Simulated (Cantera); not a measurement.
Input: 1 mol B₂O₃, 8.3 mol N₂, 120 mol H₂, equilibrated at 88.0 Pa.

These are equilibrium values from Cantera (NASA tables, ideal gas, pure condensed phases), not measurements of a reactor. Candidate condensed phases: B, BN, B₂O₃, B₃O₃H₃, H₂O; 39 gas species. Kinetics and transport are ignored.

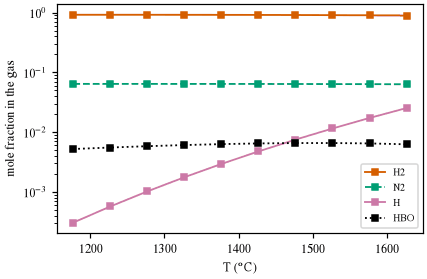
*Equilibrium gas composition (values under 1e-9 drawn at 1e-9)*

From 1177 °C to 1627 °C nothing is condensed. The main B-bearing gas is HBO throughout.
